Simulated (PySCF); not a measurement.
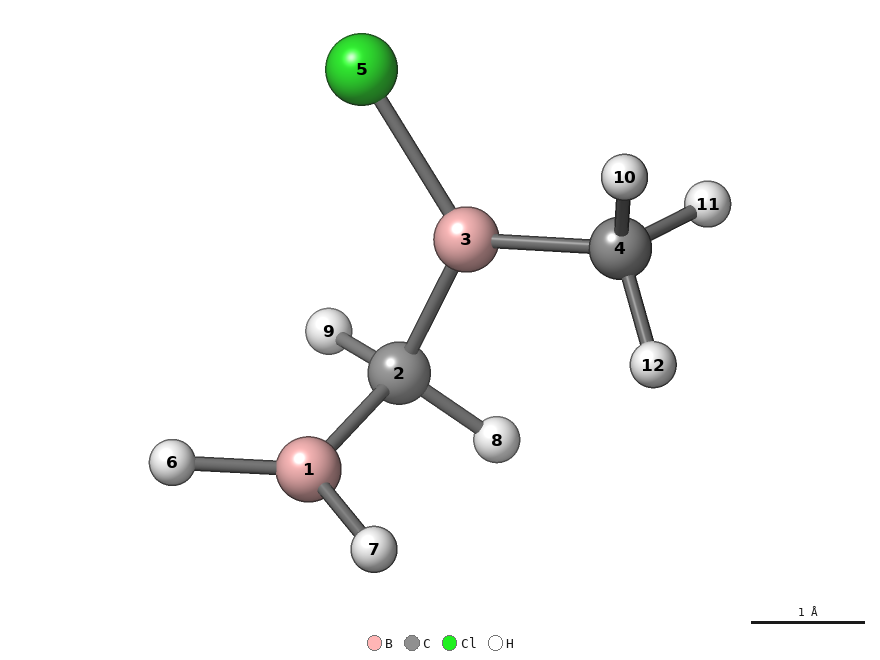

The view is orthographic, and the bar gives the scale. The geometry was computed by an optimisation with PBE0-D3(BJ)/def2-SVP. No frequency run is at hand to confirm it as a minimum.

Reconstruct the coordinates (Å) as seen: x to the right, y up, z towards the viewer, origin at the mean of the atomic positions.

```xyz
12
C2H7B2Cl
B   -1.34  -1.26   0.08
C   -0.53  -0.41  -0.95
B    0.06   0.78  -0.11
C    1.43   0.70   0.65
Cl  -0.87   2.28  -0.02
H   -2.54  -1.20   0.13
H   -0.76  -1.97   0.87
H    0.33  -0.99  -1.30
H   -1.16  -0.03  -1.77
H    1.46   1.33   1.55
H    2.20   1.09  -0.04
H    1.72  -0.33   0.90
```
